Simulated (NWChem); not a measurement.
# One shape, several levels: C2H3O2 (SMILES CC([O])=O)

We compute a comparison of 3 runs (UPBE/aug-cc-pVDZ, UBLYP/aug-cc-pVDZ, USVWN5/aug-cc-pVDZ) of C2H3O2. 

The calculation is run with NWChem 7.3.0.

### 1 The molecule

C2H3O2 has 7 atoms, charge 0, and is taken as a doublet. SMILES: `CC([O])=O`. The C2–O3 distance was set to 2.252 Å, away from the relaxed value. At this shape a bond of the SMILES string is far longer than usual.

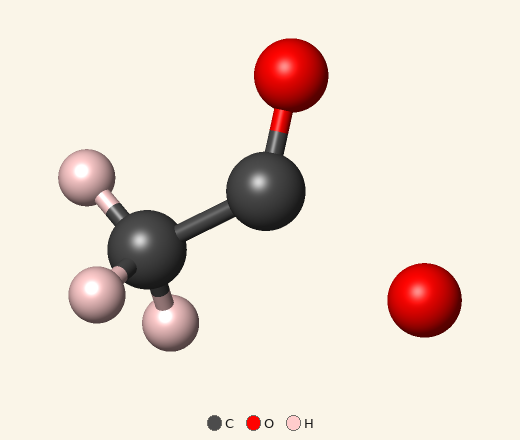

Viewed from a chosen angle; carbon dark grey, oxygen red, hydrogen pink.

### 2 The energy at UPBE/aug-cc-pVDZ (run 1)

The input, mol.xyz:

```xyz
7

C     -0.847348     0.808088    -0.924832
C     -0.390148    -0.552512    -0.552832
O      1.053300    -0.992800     1.119400
O     -0.749948    -1.604212    -1.123232
H     -1.565348     0.754988    -1.742632
H     -1.303448     1.285888    -0.055832
H      0.014852     1.406588    -1.225132
```

The input, mol.nw:

```
start mol
memory 2200 mb
geometry noautosym nocenter noautoz
load mol.xyz
end
basis "ao basis" spherical bse
C library aug-cc-pVDZ
O library aug-cc-pVDZ
H library aug-cc-pVDZ
end
dft
xc xpbe96 cpbe96
mult 2
grid fine
convergence energy 1e-08
maxiter 100
mulliken
print low
end
task dft energy
```

Run with:

```
$ nwchem mol.nw > mol.out
```

Output:

```text
[...]
 d= 0,ls=0.0,diis     1   -227.8085254502 -3.24D+02  1.87D-02  3.77D-01     4.7
[...]
 d= 0,ls=0.0,diis    17   -228.0679474587 -3.42D-09  8.28D-08  1.82D-10    66.8
[...]
         Total DFT energy =     -228.067947458692
      One electron energy =     -500.748376574259
           Coulomb energy =      205.222818796648
    Exchange-Corr. energy =      -28.545046039838
 Nuclear repulsion energy =       96.002656358757
[...]
      Total Density - Mulliken Population Analysis
     ---------------------------------------------
    Atom       Charge   Shell Charges
 -----------   ------   -------------------------------------------------------
    1 C    6     5.29   2.02  0.66  0.24  0.14  2.17  0.14 -0.02  0.04 -0.09
    2 C    6     5.77   2.02  0.72  0.78 -0.08  1.80  0.37 -0.02  0.12  0.05
    3 O    8     8.34   2.01  0.91  1.03  0.05  2.55  1.56  0.22  0.00  0.01
    4 O    8     8.34   2.01  0.87  1.02  0.14  2.74  1.44  0.07  0.02  0.02
    5 H    1     1.16   0.76  0.39  0.01  0.03 -0.02
    6 H    1     1.06   0.75  0.31  0.00  0.03 -0.03
    7 H    1     1.06   0.75  0.30  0.00  0.03 -0.03
[...]
      <S2> =      0.8289 (Exact =     0.7500)
[...]
```

Wall time 68 s (1 thread of AMD EPYC 7B13 (Zen 3), shared host); peak memory 0.12 GiB.

### 3 The energy at UBLYP/aug-cc-pVDZ (run 2)

The input, geom.nw:

```
start geom
memory total 2200 mb

geometry units bohr noautosym nocenter noautoz
C   -1.60125565   1.52706500  -1.74767919
C   -0.73727287  -1.04409636  -1.04470107
O    1.99044853  -1.87612010   2.11535942
O   -1.41719633  -3.03152133  -2.12260085
H   -2.95807901   1.42672055  -3.29309722
H   -2.46315974   2.42997615  -0.10550719
H    0.02806621   2.65806609  -2.31516395
end

basis spherical bse
* library aug-cc-pVDZ
end

dft
xc becke88 lyp
mult 2
grid fine
convergence energy 1e-08
maxiter 100
mulliken
end

task dft energy
```

Run with:

```
$ nwchem geom.nw > geom.out
```

Output:

```text
[...]
          Wavefunction type:  spin polarized.
          No. of atoms     :     7
          No. of electrons :    31
[...]
          Charge           :     0
          Spin multiplicity:     2
[...]
          AO basis - number of functions:   119
[...]
              XC Information
              --------------
                    Becke 1988 Exchange Functional  1.000
              Lee-Yang-Parr Correlation Functional  1.000
[...]
 d= 0,ls=0.0,diis     1   -228.0182009610 -3.24D+02  1.91D-02  3.78D-01     4.5
[...]
 d= 0,ls=0.0,diis    17   -228.2788047079 -2.11D-09  6.44D-08  5.87D-11    65.0
[...]
         Total DFT energy =     -228.278804707918
      One electron energy =     -500.755974696136
           Coulomb energy =      205.242776626302
    Exchange-Corr. energy =      -28.768256075121
 Nuclear repulsion energy =       96.002649437037
[...]
      Total Density - Mulliken Population Analysis
     ---------------------------------------------
    Atom       Charge   Shell Charges
 -----------   ------   -------------------------------------------------------
    1 C    6     4.91   2.02  0.67  0.14  0.10  2.19 -0.09 -0.05  0.04 -0.11
    2 C    6     5.81   2.02  0.73  0.76 -0.08  1.82  0.38 -0.02  0.12  0.08
    3 O    8     8.35   2.01  0.92  1.02  0.06  2.56  1.54  0.24  0.00  0.01
    4 O    8     8.29   2.01  0.88  1.00  0.14  2.76  1.39  0.08  0.02  0.02
    5 H    1     1.28   0.77  0.49  0.01  0.03 -0.02
    6 H    1     1.18   0.77  0.41  0.01  0.03 -0.03
    7 H    1     1.18   0.76  0.41  0.01  0.03 -0.03
[...]
      <S2> =      0.8260 (Exact =     0.7500)
[...]
```

Run time: 66 s. Hardware: 1 thread of AMD EPYC 7B13 (Zen 3), shared host; peak memory 0.12 GiB.

### 4 The energy at USVWN5/aug-cc-pVDZ (run 3)

The input, work.nw:

```
start work
memory stack 880 mb heap 220 mb global 1100 mb
geometry units angstrom noautosym nocenter noautoz
   C    -0.847348    0.808088   -0.924832
   C    -0.390148   -0.552512   -0.552832
   O     1.053300   -0.992800    1.119400
   O    -0.749948   -1.604212   -1.123232
   H    -1.565348    0.754988   -1.742632
   H    -1.303448    1.285888   -0.055832
   H     0.014852    1.406588   -1.225132
end
basis spherical bse
   C library aug-cc-pVDZ
   O library aug-cc-pVDZ
   H library aug-cc-pVDZ
end
dft
   xc slater vwn_5
   mult 2
   grid fine
   convergence energy 1e-08
   iterations 100
   mulliken
end
task dft energy
```

Run with:

```
$ nwchem work.nw > work.out
```

Output:

```text
[...]
          Wavefunction type:  spin polarized.
          No. of atoms     :     7
          No. of electrons :    31
[...]
          Charge           :     0
          Spin multiplicity:     2
[...]
          AO basis - number of functions:   119
[...]
              XC Information
              --------------
                        Slater Exchange Functional  1.000 local
                      VWN V Correlation Functional  1.000 local
[...]
 d= 0,ls=0.0,diis     1   -226.2349058461 -3.22D+02  1.82D-02  4.39D-01     3.6
[...]
 d= 0,ls=0.5,diis    51   -226.5000776129 -7.62D-09  1.31D-07  1.12D-08   142.6
[...]
         Total DFT energy =     -226.500077619531
      One electron energy =     -500.619278422296
           Coulomb energy =      205.047969075123
    Exchange-Corr. energy =      -26.931424631114
 Nuclear repulsion energy =       96.002656358757
[...]
      Total Density - Mulliken Population Analysis
     ---------------------------------------------
    Atom       Charge   Shell Charges
 -----------   ------   -------------------------------------------------------
    1 C    6     5.37   2.03  0.65  0.21  0.09  2.20  0.25 -0.02  0.04 -0.08
    2 C    6     5.81   2.02  0.70  0.71 -0.07  1.82  0.42 -0.02  0.12  0.11
    3 O    8     8.33   2.01  0.90  1.04  0.06  2.55  1.55  0.22  0.00  0.01
    4 O    8     8.26   2.02  0.86  1.00  0.13  2.75  1.40  0.07  0.02  0.02
    5 H    1     1.14   0.72  0.40  0.01  0.03 -0.02
    6 H    1     1.05   0.72  0.33  0.00  0.03 -0.03
    7 H    1     1.05   0.72  0.33  0.00  0.03 -0.03
[...]
      <S2> =      0.8236 (Exact =     0.7500)
[...]
```

Wall time 2.4 min (1 thread of AMD EPYC 7B13 (Zen 3), shared host); peak memory 0.12 GiB.

### 5 Overview of the runs

```
run               level  energy (Eh)   ⟨S²⟩  wall time
  1    UPBE/aug-cc-pVDZ  -228.067947  0.829       68 s
  2   UBLYP/aug-cc-pVDZ  -228.278805  0.826       66 s
  3  USVWN5/aug-cc-pVDZ  -226.500078  0.824    2.4 min
```

### 6 Results

| quantity | value |
| --- | --- |
| run 3: total energy | -226.50008 Eh |
| run 3: dipole moment | 4.94 D |
| run 3: HOMO energy (highest over α and β) | -5.74 eV |
| run 3: LUMO energy (lowest over α and β) | -5.52 eV |
| run 3: ⟨S²⟩ | 0.824 |

**Reading.** Totals of different functionals can't be ranked against each other. All runs together took 4.7 min, the longest 2.4 min.
